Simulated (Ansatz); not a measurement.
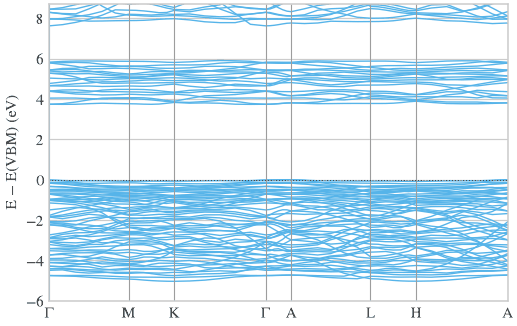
Figure. Band structure from plane-wave PAW r²SCAN (Ansatz code)

The gap is 3.72 eV; an edge lies off the plotted path or next to a special point (maximum on the Γ–A line, 96 % of the way from Γ, minimum off the standard path).

Problem. Which compound is it?
A. MnBr2, CdI2 type
B. Li4MgNb6O18, P3 (Pearson symbol hP29)
C. La2O3, La2O3 or Ni2Al3 type
D. ZnS, P3m1 (Pearson symbol hP16)

Solution. B, Li4MgNb6O18, P3 (Pearson symbol hP29)

The start of the workflow was typed in or built on a structure type; neither database checked (COD, Materials Project) lists it. Its standing as an ambient phase is unchecked. The r²SCAN relaxation kept the symmetry of its start; whether a distortion lowers the energy is not shown. No spin polarisation was allowed. Spin–orbit coupling is left out wherever it is not named.

Potentials: the later of the program's two PAW sets.
